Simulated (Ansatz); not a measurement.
**Si2NH7O: molecular dynamics (part 2 of 3)**

Continued. System: Si2NH7O. Method: RKS B3LYP-D4/6-31G* (Ansatz 0.2.0). It belongs to a series of runs on one base structure; here: dynamics from the start.

Geometry of the input (Å):
```
Si -0.0108  -0.1168  -0.0352
O  -0.1364  -0.3241  1.6091
Si -1.2633  -0.4895  2.8039
H  -1.8302  -1.8670  2.8177
H  -0.6135  -0.2248  4.1119
H  -2.3889  0.4711  2.6197
H  1.4263  -0.2840  -0.3456
H  -0.5216  1.2337  -0.3820
N  -0.9036  -1.2219  -1.0067
H  -1.8922  -1.0861  -1.1785
H  -0.6508  -2.2008  -1.0652
```

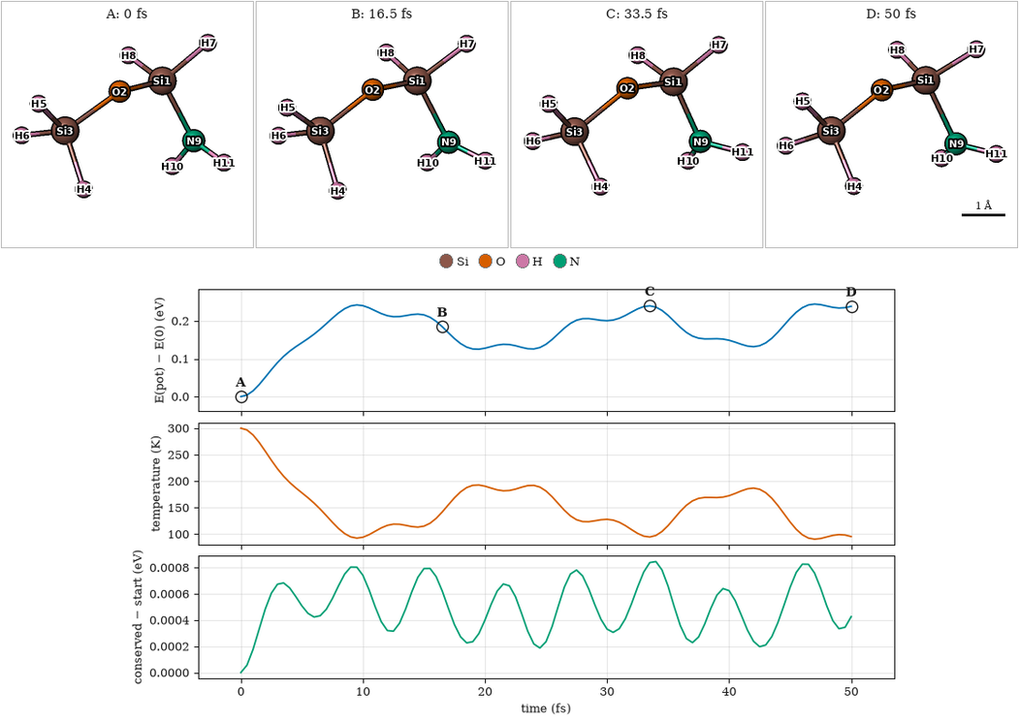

Figure 1. Frames of the molecular dynamics (ball-and-stick, seen at a tilt) above the curves, on which the letters mark them. The trajectory kept here has 101 frames over 50 fs. The temperature starts at 300 K, ranges from 90 to 300 K and averages 135 K over the second half. The potential energy ends 0.238 eV above its first value. The conserved quantity stays within 0.00085 eV. After an unweighted best fit of the last frame on the first, the root-mean-square displacement is 0.19 Å.

```
Total energy: -19409.20525601 eV, -713.2751371265 hartree
Atom 0 at     0.001794    -0.128187     0.012653 Å, force    -0.414991    -1.148255    -2.669071 eV/Å
Atom 1 at    -0.158081    -0.252661     1.612674 Å, force     0.626380     0.325005    -0.093361 eV/Å
Atom 2 at    -1.248145    -0.491221     2.767779 Å, force    -0.794252    -0.671858     1.922001 eV/Å
Atom 3 at    -1.656884    -1.914059     2.822270 Å, force     0.040814    -0.141099    -0.021022 eV/Å
Atom 4 at    -0.609019    -0.123371     4.062555 Å, force    -0.004131    -0.033479    -0.061849 eV/Å
Atom 5 at    -2.511801     0.264444     2.711204 Å, force    -0.145157     0.367079    -0.382731 eV/Å
Atom 6 at     1.387026    -0.484556    -0.361122 Å, force     0.177318     0.122987     0.217611 eV/Å
Atom 7 at    -0.365119     1.236310    -0.420860 Å, force    -0.059088     0.149403     0.089444 eV/Å
Atom 8 at    -0.984424    -1.270969    -0.950010 Å, force     0.087738     1.850584     1.238921 eV/Å
Atom 9 at    -1.818485    -0.931052    -1.426847 Å, force     0.295170    -0.292754     0.097797 eV/Å
Atom 10 at    -0.549909    -2.049050    -1.395659 Å, force     0.190196    -0.527613    -0.337740 eV/Å
Dipole moment:    -0.130681    -0.041867    -0.314798 e Å
```

**Trajectory as extended XYZ (Å, eV, eV/Å), 40 of the 101 frames kept, from step=0 to step=100**
```
11
Properties=species:S:1:pos:R:3:forces:R:3 step=0 time_fs=0.0 energy=-19409.44342 temperature=300.0
Si   -0.0108   -0.1168   -0.0352   -0.0030  -0.0092  -0.0013
O    -0.1364   -0.3241    1.6091   -0.0073   0.0031  -0.0019
Si   -1.2633   -0.4895    2.8039   -0.0059  -0.0001   0.0016
H    -1.8302   -1.8670    2.8177    0.0075   0.0102  -0.0016
H    -0.6135   -0.2248    4.1119    0.0007  -0.0023  -0.0010
H    -2.3889    0.4711    2.6197    0.0040  -0.0085  -0.0024
H     1.4263   -0.2840   -0.3456   -0.0017  -0.0010   0.0006
H    -0.5216    1.2337   -0.3820    0.0024   0.0002  -0.0002
N    -0.9036   -1.2219   -1.0067   -0.0115  -0.0066   0.0025
H    -1.8922   -1.0861   -1.1785    0.0170   0.0004   0.0030
H    -0.6508   -2.2008   -1.0652   -0.0023   0.0139   0.0007
11
Properties=species:S:1:pos:R:3:forces:R:3 step=3 time_fs=1.5 energy=-19409.41180 temperature=273.1
Si   -0.0090   -0.1147   -0.0303   -0.3085  -0.3458  -0.2755
O    -0.1372   -0.3177    1.6086    0.0398  -0.0280   0.1489
Si   -1.2603   -0.4917    2.8045   -0.0281   0.0373   0.0673
H    -1.8405   -1.8576    2.8237    0.0324  -0.1054  -0.0275
H    -0.6422   -0.2171    4.1251    0.0924  -0.0222  -0.0241
H    -2.3795    0.4603    2.6195   -0.1361   0.1237  -0.0501
H     1.4051   -0.2843   -0.3650    0.3401  -0.0407   0.0120
H    -0.5064    1.2243   -0.3946   -0.0999   0.1745   0.0007
N    -0.9010   -1.2282   -1.0065   -1.1434   0.8356  -0.0888
H    -1.9070   -1.0942   -1.1977    0.8242   0.0612   0.2087
H    -0.6796   -2.1947   -1.1064    0.3870  -0.6902   0.0285
11
Properties=species:S:1:pos:R:3:forces:R:3 step=5 time_fs=2.5 energy=-19409.37230 temperature=239.4
Si   -0.0078   -0.1135   -0.0271   -0.4841  -0.5466  -0.4552
O    -0.1377   -0.3135    1.6083    0.0722  -0.0489   0.2419
Si   -1.2584   -0.4932    2.8049   -0.0509   0.0632   0.1167
H    -1.8471   -1.8519    2.8276    0.0503  -0.1743  -0.0440
H    -0.6609   -0.2121    4.1337    0.1487  -0.0361  -0.0446
H    -2.3740    0.4538    2.6191   -0.2191   0.2023  -0.0801
H     1.3928   -0.2848   -0.3780    0.5372  -0.0659   0.0199
H    -0.4968    1.2190   -0.4031   -0.1607   0.2754   0.0041
N    -0.9001   -1.2317   -1.0065   -1.5667   1.1041  -0.1166
H    -1.9124   -1.0992   -1.2095    1.1083   0.1290   0.3109
H    -0.6966   -2.1943   -1.1337    0.5649  -0.9022   0.0471
11
Properties=species:S:1:pos:R:3:forces:R:3 step=8 time_fs=4.0 energy=-19409.32347 temperature=197.5
Si   -0.0064   -0.1120   -0.0227   -0.6583  -0.7866  -0.7320
O    -0.1384   -0.3071    1.6082    0.1224  -0.0801   0.3616
Si   -1.2555   -0.4953    2.8056   -0.1204   0.1085   0.1932
H    -1.8566   -1.8451    2.8331    0.0825  -0.2522  -0.0671
H    -0.6875   -0.2049    4.1462    0.2241  -0.0571  -0.0822
H    -2.3677    0.4459    2.6178   -0.3061   0.2862  -0.1168
H     1.3792   -0.2861   -0.3971    0.7279  -0.0939   0.0468
H    -0.4839    1.2136   -0.4157   -0.2290   0.3760   0.0210
N    -0.9008   -1.2356   -1.0066   -1.6081   0.8695  -0.1467
H    -1.9107   -1.1054   -1.2242    1.0830   0.2658   0.3754
H    -0.7171   -2.2015   -1.1742    0.6820  -0.6362   0.1468
11
Properties=species:S:1:pos:R:3:forces:R:3 step=10 time_fs=5.0 energy=-19409.30100 temperature=178.0
Si   -0.0058   -0.1113   -0.0201   -0.6974  -0.8969  -0.9276
O    -0.1388   -0.3030    1.6084    0.1564  -0.1003   0.4238
Si   -1.2537   -0.4967    2.8062   -0.2004   0.1453   0.2414
H    -1.8625   -1.8419    2.8363    0.1090  -0.2815  -0.0812
H    -0.7039   -0.2004    4.1540    0.2678  -0.0707  -0.1100
H    -2.3653    0.4423    2.6162   -0.3295   0.3106  -0.1331
H     1.3745   -0.2875   -0.4096    0.7621  -0.1022   0.0822
H    -0.4767    1.2121   -0.4240   -0.2546   0.3971   0.0433
N    -0.9026   -1.2375   -1.0068   -1.2767   0.4000  -0.1601
H    -1.9030   -1.1081   -1.2319    0.7780   0.3712   0.3487
H    -0.7267   -2.2104   -1.2004    0.6855  -0.1724   0.2726
11
Properties=species:S:1:pos:R:3:forces:R:3 step=13 time_fs=6.5 energy=-19409.26525 temperature=147.2
Si   -0.0053   -0.1109   -0.0167   -0.6412  -0.9862  -1.2365
O    -0.1392   -0.2969    1.6093    0.2068  -0.1290   0.4834
Si   -1.2510   -0.4987    2.8072   -0.3760   0.2110   0.3012
H    -1.8702   -1.8397    2.8404    0.1567  -0.2877  -0.0996
H    -0.7261   -0.1944    4.1648    0.3230  -0.0891  -0.1515
H    -2.3646    0.4397    2.6126   -0.3063   0.2937  -0.1424
H     1.3740   -0.2905   -0.4276    0.6696  -0.0965   0.1659
H    -0.4681    1.2135   -0.4359   -0.2612   0.3529   0.0947
N    -0.9069   -1.2398   -1.0072   -0.3977  -0.3795  -0.1172
H    -1.8853   -1.1086   -1.2403   -0.0109   0.5302   0.2067
H    -0.7350   -2.2244   -1.2370    0.6371   0.5800   0.4952
11
Properties=species:S:1:pos:R:3:forces:R:3 step=15 time_fs=7.5 energy=-19409.23623 temperature=122.4
Si   -0.0052   -0.1110   -0.0150   -0.5436  -0.9995  -1.4413
O    -0.1393   -0.2929    1.6101    0.2384  -0.1464   0.4978
Si   -1.2494   -0.4999    2.8080   -0.5239   0.2597   0.3280
H    -1.8745   -1.8400    2.8425    0.1925  -0.2681  -0.1098
H    -0.7390   -0.1909    4.1711    0.3530  -0.0993  -0.1760
H    -2.3660    0.4397    2.6094   -0.2555   0.2495  -0.1380
H     1.3778   -0.2932   -0.4386    0.5304  -0.0818   0.2380
H    -0.4639    1.2166   -0.4434   -0.2467   0.2782   0.1387
N    -0.9102   -1.2417   -1.0077    0.2771  -0.7540  -0.0274
H    -1.8730   -1.1059   -1.2446   -0.6135   0.6191   0.0711
H    -0.7367   -2.2307   -1.2586    0.5917   0.9426   0.6190
11
Properties=species:S:1:pos:R:3:forces:R:3 step=18 time_fs=9.0 energy=-19409.20385 temperature=94.8
Si   -0.0054   -0.1118   -0.0134   -0.3497  -0.9651  -1.7120
O    -0.1391   -0.2871    1.6120    0.2804  -0.1689   0.4788
Si   -1.2473   -0.5016    2.8094   -0.7681   0.3333   0.3412
H    -1.8791   -1.8428    2.8448    0.2476  -0.2110  -0.1210
H    -0.7551   -0.1865    4.1789    0.3877  -0.1104  -0.2032
H    -2.3703    0.4419    2.6033   -0.1428   0.1475  -0.1171
H     1.3880   -0.2978   -0.4529    0.2589  -0.0493   0.3549
H    -0.4598    1.2235   -0.4533   -0.2053   0.1204   0.2112
N    -0.9146   -1.2454   -1.0083    0.9873  -0.9038   0.1538
H    -1.8608   -1.0962   -1.2506   -1.2219   0.6740  -0.0925
H    -0.7340   -2.2316   -1.2853    0.5258   1.1330   0.7059
11
Properties=species:S:1:pos:R:3:forces:R:3 step=21 time_fs=10.5 energy=-19409.20886 temperature=98.9
Si   -0.0059   -0.1134   -0.0130   -0.1487  -0.8872  -1.8921
O    -0.1386   -0.2815    1.6146    0.3121  -0.1867   0.4122
Si   -1.2458   -0.5030    2.8110   -1.0005   0.3983   0.3163
H    -1.8811   -1.8478    2.8457    0.2971  -0.1348  -0.1262
H    -0.7670   -0.1834    4.1845    0.4103  -0.1153  -0.2143
H    -2.3761    0.4456    2.5960   -0.0135   0.0255  -0.0828
H     1.4010   -0.3029   -0.4634   -0.0211  -0.0129   0.4602
H    -0.4579    1.2318   -0.4609   -0.1530  -0.0572   0.2788
N    -0.9176   -1.2505   -1.0087    0.9063  -0.4544   0.3050
H    -1.8610   -1.0793   -1.2575   -1.0727   0.5613  -0.0908
H    -0.7257   -2.2207   -1.3046    0.4837   0.8635   0.6337
11
Properties=species:S:1:pos:R:3:forces:R:3 step=23 time_fs=11.5 energy=-19409.22405 temperature=111.8
Si   -0.0063   -0.1149   -0.0136   -0.0325  -0.8231  -1.9409
O    -0.1381   -0.2779    1.6166    0.3258  -0.1964   0.3436
Si   -1.2453   -0.5037    2.8123   -1.1276   0.4327   0.2770
H    -1.8806   -1.8520    2.8456    0.3227  -0.0818  -0.1259
H    -0.7726   -0.1820    4.1870    0.4185  -0.1151  -0.2115
H    -2.3801    0.4484    2.5906    0.0672  -0.0543  -0.0552
H     1.4097   -0.3064   -0.4677   -0.1832   0.0089   0.5132
H    -0.4576    1.2370   -0.4643   -0.1185  -0.1677   0.3144
N    -0.9188   -1.2543   -1.0087    0.4343   0.1567   0.3899
H    -1.8678   -1.0646   -1.2626   -0.5847   0.3813   0.0033
H    -0.7171   -2.2080   -1.3136    0.4779   0.4586   0.4921
11
Properties=species:S:1:pos:R:3:forces:R:3 step=26 time_fs=13.0 energy=-19409.23208 temperature=118.7
Si   -0.0070   -0.1176   -0.0158    0.0959  -0.7208  -1.8894
O    -0.1369   -0.2728    1.6200    0.3328  -0.2093   0.2117
Si   -1.2451   -0.5046    2.8143   -1.2503   0.4676   0.1849
H    -1.8770   -1.8590    2.8442    0.3450  -0.0104  -0.1194
H    -0.7771   -0.1809    4.1889    0.4205  -0.1095  -0.1921
H    -2.3855    0.4519    2.5821    0.1621  -0.1559  -0.0108
H     1.4209   -0.3116   -0.4695   -0.3634   0.0331   0.5571
H    -0.4582    1.2433   -0.4666   -0.0739  -0.2986   0.3463
N    -0.9202   -1.2596   -1.0083   -0.4818   1.2905   0.5441
H    -1.8822   -1.0396   -1.2701    0.3195   0.0194   0.1827
H    -0.7001   -2.1857   -1.3229    0.4936  -0.3061   0.1849
11
Properties=species:S:1:pos:R:3:forces:R:3 step=28 time_fs=14.0 energy=-19409.22676 temperature=114.3
Si   -0.0073   -0.1197   -0.0180    0.1462  -0.6512  -1.7681
O    -0.1358   -0.2695    1.6224    0.3274  -0.2179   0.1104
Si   -1.2456   -0.5050    2.8158   -1.2759   0.4792   0.1036
H    -1.8726   -1.8637    2.8426    0.3470   0.0265  -0.1111
H    -0.7776   -0.1808    4.1890    0.4146  -0.1028  -0.1706
H    -2.3881    0.4533    2.5763    0.2009  -0.2053   0.0187
H     1.4263   -0.3149   -0.4674   -0.4340   0.0414   0.5599
H    -0.4590    1.2458   -0.4661   -0.0514  -0.3533   0.3507
N    -0.9215   -1.2622   -1.0075   -0.9677   1.9276   0.6525
H    -1.8905   -1.0225   -1.2741    0.8042  -0.2222   0.2676
H    -0.6857   -2.1722   -1.3279    0.4888  -0.7220  -0.0136
11
Properties=species:S:1:pos:R:3:forces:R:3 step=31 time_fs=15.5 energy=-19409.23389 temperature=120.6
Si   -0.0078   -0.1232   -0.0225    0.1687  -0.5443  -1.4598
O    -0.1338   -0.2649    1.6262    0.3031  -0.2324  -0.0493
Si   -1.2471   -0.5053    2.8180   -1.2201   0.4796  -0.0413
H    -1.8628   -1.8706    2.8392    0.3294   0.0605  -0.0930
H    -0.7746   -0.1816    4.1876    0.3944  -0.0894  -0.1302
H    -2.3903    0.4537    2.5678    0.2155  -0.2452   0.0597
H     1.4306   -0.3194   -0.4592   -0.4610   0.0404   0.5238
H    -0.4607    1.2463   -0.4622   -0.0307  -0.3780   0.3306
N    -0.9247   -1.2635   -1.0055   -1.2099   2.2552   0.7251
H    -1.8954   -0.9992   -1.2776    1.1423  -0.4953   0.2885
H    -0.6600   -2.1585   -1.3356    0.3682  -0.8511  -0.1541
11
Properties=species:S:1:pos:R:3:forces:R:3 step=33 time_fs=16.5 energy=-19409.25883 temperature=141.9
Si   -0.0081   -0.1259   -0.0261    0.1504  -0.4708  -1.1786
O    -0.1323   -0.2619    1.6287    0.2756  -0.2438  -0.1541
Si   -1.2486   -0.5053    2.8195   -1.1189   0.4690  -0.1473
H    -1.8543   -1.8748    2.8364    0.3042   0.0677  -0.0778
H    -0.7703   -0.1826    4.1859    0.3730  -0.0792  -0.1014
H    -2.3905    0.4524    2.5625    0.1952  -0.2476   0.0834
H     1.4306   -0.3222   -0.4506   -0.4268   0.0307   0.4746
H    -0.4621    1.2444   -0.4576   -0.0258  -0.3552   0.3001
N    -0.9278   -1.2625   -1.0035   -0.9772   1.9714   0.6849
H    -1.8920   -0.9864   -1.2783    1.0704  -0.5846   0.2213
H    -0.6405   -2.1543   -1.3415    0.1798  -0.5575  -0.1051
11
Properties=species:S:1:pos:R:3:forces:R:3 step=36 time_fs=18.0 energy=-19409.30336 temperature=179.8
Si   -0.0083   -0.1301   -0.0323    0.0787  -0.3575  -0.6677
O    -0.1297   -0.2578    1.6322    0.2167  -0.2636  -0.2995
Si   -1.2516   -0.5049    2.8216   -0.8774   0.4372  -0.3080
H    -1.8389   -1.8806    2.8315    0.2491   0.0568  -0.0516
H    -0.7605   -0.1850    4.1824    0.3286  -0.0634  -0.0621
H    -2.3890    0.4484    2.5553    0.1221  -0.2157   0.1117
H     1.4270   -0.3261   -0.4335   -0.3025   0.0036   0.3682
H    -0.4643    1.2384   -0.4481   -0.0310  -0.2672   0.2318
N    -0.9337   -1.2585   -0.9997   -0.1055   1.0470   0.5712
H    -1.8780   -0.9725   -1.2776    0.5347  -0.5553   0.0012
H    -0.6101   -2.1523   -1.3511   -0.2135   0.1781   0.1047
11
Properties=species:S:1:pos:R:3:forces:R:3 step=38 time_fs=19.0 energy=-19409.31767 temperature=192.1
Si   -0.0085   -0.1331   -0.0367    0.0072  -0.2789  -0.2859
O    -0.1278   -0.2553    1.6343    0.1660  -0.2784  -0.3843
Si   -1.2540   -0.5045    2.8228   -0.6647   0.4055  -0.4091
H    -1.8271   -1.8840    2.8279    0.2034   0.0379  -0.0326
H    -0.7519   -0.1869    4.1797    0.2907  -0.0532  -0.0421
H    -2.3873    0.4444    2.5511    0.0489  -0.1736   0.1252
H     1.4227   -0.3287   -0.4199   -0.1779  -0.0211   0.2805
H    -0.4660    1.2327   -0.4403   -0.0416  -0.1794   0.1742
N    -0.9377   -1.2549   -0.9966    0.6777   0.3431   0.5293
H    -1.8650   -0.9666   -1.2769   -0.0346  -0.4387  -0.2074
H    -0.5908   -2.1505   -1.3571   -0.4751   0.6367   0.2521
11
Properties=species:S:1:pos:R:3:forces:R:3 step=41 time_fs=20.5 energy=-19409.31137 temperature=186.9
Si   -0.0087   -0.1377   -0.0435   -0.1156  -0.1491   0.3149
O    -0.1247   -0.2518    1.6371    0.0738  -0.3014  -0.4876
Si   -1.2579   -0.5036    2.8245   -0.2893   0.3432  -0.5420
H    -1.8076   -1.8890    2.8222    0.1268  -0.0004  -0.0037
H    -0.7366   -0.1902    4.1753    0.2220  -0.0390  -0.0255
H    -2.3844    0.4369    2.5460   -0.0857  -0.0877   0.1374
H     1.4149   -0.3328   -0.3971    0.0492  -0.0638   0.1353
H    -0.4689    1.2228   -0.4271   -0.0637  -0.0214   0.0773
N    -0.9428   -1.2491   -0.9914    1.7237  -0.4857   0.5396
H    -1.8468   -0.9613   -1.2781   -0.8952  -0.2089  -0.5221
H    -0.5665   -2.1416   -1.3636   -0.7459   1.0140   0.3763
11
Properties=species:S:1:pos:R:3:forces:R:3 step=44 time_fs=22.0 energy=-19409.30591 temperature=182.4
Si   -0.0090   -0.1424   -0.0500   -0.2178   0.0116   0.9089
O    -0.1216   -0.2487    1.6392   -0.0346  -0.3228  -0.5581
Si   -1.2621   -0.5025    2.8257    0.1192   0.2668  -0.6471
H    -1.7868   -1.8939    2.8165    0.0477  -0.0391   0.0241
H    -0.7188   -0.1940    4.1706    0.1413  -0.0262  -0.0262
H    -2.3824    0.4285    2.5424   -0.2297   0.0095   0.1427
H     1.4076   -0.3376   -0.3727    0.2816  -0.1052  -0.0092
H    -0.4725    1.2127   -0.4132   -0.0856   0.1403  -0.0215
N    -0.9453   -1.2440   -0.9853    1.9860  -0.7498   0.5196
H    -1.8378   -0.9585   -1.2848   -1.2252  -0.0895  -0.6570
H    -0.5500   -2.1221   -1.3662   -0.7829   0.9043   0.3237
11
Properties=species:S:1:pos:R:3:forces:R:3 step=46 time_fs=23.0 energy=-19409.31339 temperature=188.6
Si   -0.0093   -0.1456   -0.0540   -0.2482   0.1457   1.2798
O    -0.1195   -0.2469    1.6402   -0.1131  -0.3348  -0.5859
Si   -1.2649   -0.5016    2.8262    0.3868   0.2119  -0.7019
H    -1.7726   -1.8974    2.8128   -0.0026  -0.0586   0.0412
H    -0.7061   -0.1967    4.1673    0.0829  -0.0181  -0.0350
H    -2.3824    0.4229    2.5408   -0.3166   0.0693   0.1446
H     1.4043   -0.3414   -0.3565    0.4092  -0.1273  -0.0958
H    -0.4754    1.2067   -0.4039   -0.0948   0.2332  -0.0822
N    -0.9453   -1.2412   -0.9808    1.5405  -0.5535   0.4306
H    -1.8389   -0.9572   -1.2931   -0.9853  -0.1289  -0.5752
H    -0.5436   -2.1037   -1.3659   -0.6590   0.5611   0.1796
```
